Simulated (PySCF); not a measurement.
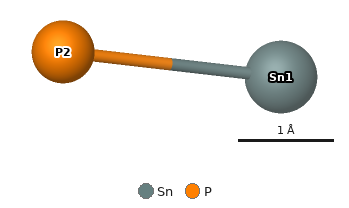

**Figure 1.** The structure (ball-and-stick view, seen at a tilt; atoms are numbered from 1 in the order of the input). Sticks mark near contacts.

## Mending a single-point calculation on SnP

System: SnP, multiplicity 2.
Method of the first run: ROHF/def2-svp, nevpt2 (PySCF 2.14.0).

Some settings of this run were made unusual or wrong on purpose. Text and figures count atoms from 1; the logs count them from 0 in places.

### The input, the first run
```python
from pyscf import gto, scf, mcscf, mrpt

mol = gto.M(
    atom='Sn 0 0 0; P 0 0 2.536',
    basis='def2-svp',
    ecp={'Sn': 'def2-svp'},
    charge=0,
    spin=1,
    symmetry=True,
    verbose=4,
)
mf = scf.ROHF(mol)
mf.conv_tol = 0.001
mf = mf.newton()
mf.kernel()
mc = mcscf.CASSCF(mf, 8, 9)
mc.kernel()
mc.analyze()
mrpt.NEVPT(mc).kernel()
mf.dip_moment()
print('orbital energies (hartree):', mf.mo_energy[..., max(0, mol.nelec[1]-3):mol.nelec[0]+3].round(4))
```

Launched with:
```bash
OMP_NUM_THREADS=1 python input.py
```

Hardware: 1 CPU thread, shared host.

### End of the output (the first run)
```
[...]
1 P 3s          -0.00000  -0.00000  -0.07401
1 P 4s          -0.00000  -0.00000   0.13904
1 P 2px          0.00292   0.00000   0.00000
1 P 2py          0.00000   0.00292   0.00000
1 P 2pz         -0.00000   0.00000  -0.00337
1 P 3px         -0.53089   0.00000   0.00000
1 P 3py          0.00000  -0.53089   0.00000
1 P 3pz         -0.00000  -0.00000   0.38074
1 P 4px          0.14326   0.00000   0.00000
1 P 4py         -0.00000   0.14326   0.00000
1 P 4pz          0.00000   0.00000  -0.23582
1 P 3dxy        -0.00000  -0.00000   0.00000
1 P 3dyz         0.00000  -0.07001  -0.00000
1 P 3dz^2        0.00000  -0.00000   0.20157
1 P 3dxz        -0.07001  -0.00000  -0.00000
1 P 3dx2-y2      0.00000   0.00000  -0.00000
<CAS-nat-orb|mo-hf>  15     15       0.99685835
<CAS-nat-orb|mo-hf>  16     16       0.99081845
<CAS-nat-orb|mo-hf>  17     17       0.99838851
<CAS-nat-orb|mo-hf>  18     18       0.99838851
<CAS-nat-orb|mo-hf>  19     19       0.99087028
<CAS-nat-orb|mo-hf>  20     20       0.97573941
<CAS-nat-orb|mo-hf>  21     21       0.97573941
<CAS-nat-orb|mo-hf>  22     22       0.83547918
<CAS-nat-orb|mo-hf>  22     24       0.50836831
Sr    (-1)',   E = -0.05855072885861
Si    (+1)',   E = -0.00133476695602
Sijrs (0)  ,   E = -0.02450024179052
Sijr  (+1) ,   E = -0.00705068218978
Srsi  (-1) ,   E = -0.00965318740496
Srs   (-2) ,   E = -0.03867520205503
Sij   (+2) ,   E = -0.00083826958181
Sir   (0)' ,   E = -0.00682987693122
Nevpt2 Energy = -0.147432955767959
Dipole moment(X, Y, Z, Debye):  0.00000,  0.00000, -3.47926
orbital energies (hartree): [-0.5117 -0.2758 -0.2758 -0.1941  0.0011  0.0011  0.1197]
```

What should be changed in this input?

Answer. Some settings of this run were drawn to be unusual or wrong. It converged; results that depend on the unusual settings are not reference values.

A run of the same system that converges differs from this input as follows (lines with − go, lines with + come):
```diff
-mf.conv_tol = 0.001
```

### End of the output (the second run)
```
[...]
1 P 3s          -0.00000  -0.00000  -0.07401
1 P 4s          -0.00000  -0.00000   0.13903
1 P 2px          0.00292   0.00000   0.00000
1 P 2py          0.00000   0.00292   0.00000
1 P 2pz         -0.00000   0.00000  -0.00337
1 P 3px         -0.53088   0.00000   0.00000
1 P 3py          0.00000  -0.53088   0.00000
1 P 3pz         -0.00000  -0.00000   0.38074
1 P 4px          0.14326   0.00000   0.00000
1 P 4py         -0.00000   0.14326   0.00000
1 P 4pz          0.00000   0.00000  -0.23582
1 P 3dxy        -0.00000  -0.00000   0.00000
1 P 3dyz         0.00000  -0.07001  -0.00000
1 P 3dz^2        0.00000  -0.00000   0.20155
1 P 3dxz        -0.07001  -0.00000  -0.00000
1 P 3dx2-y2      0.00000   0.00000  -0.00000
<CAS-nat-orb|mo-hf>  15     15       0.99708207
<CAS-nat-orb|mo-hf>  16     16       0.99044129
<CAS-nat-orb|mo-hf>  17     17       0.99813814
<CAS-nat-orb|mo-hf>  18     18       0.99813814
<CAS-nat-orb|mo-hf>  19     19       0.98999650
<CAS-nat-orb|mo-hf>  20     20       0.97545194
<CAS-nat-orb|mo-hf>  21     21       0.97545194
<CAS-nat-orb|mo-hf>  22     22       0.83443663
<CAS-nat-orb|mo-hf>  22     24       0.51019085
Sr    (-1)',   E = -0.05855064341561
Si    (+1)',   E = -0.00133476897595
Sijrs (0)  ,   E = -0.02450020674021
Sijr  (+1) ,   E = -0.00705071765471
Srsi  (-1) ,   E = -0.00965317129887
Srs   (-2) ,   E = -0.03867531123563
Sij   (+2) ,   E = -0.00083827080625
Sir   (0)' ,   E = -0.00682987792405
Nevpt2 Energy = -0.147432968051278
Dipole moment(X, Y, Z, Debye):  0.00000,  0.00000, -3.62799
orbital energies (hartree): [-0.5125 -0.2751 -0.2751 -0.1935  0.0007  0.0007  0.1194]
```

### The two runs side by side

```csv
quantity,the first run,the second run
outcome,converged,converged
SCF energy (hartree),−553.890350,−553.890417
dipole moment (D),3.48,3.63
wall time (shared host),5.5 s,5.5 s
```

The second run ends 0.04 kcal/mol lower: the change has altered the solution reached or how tightly it is converged. The dipole moment goes from 3.48 to 3.63 D.
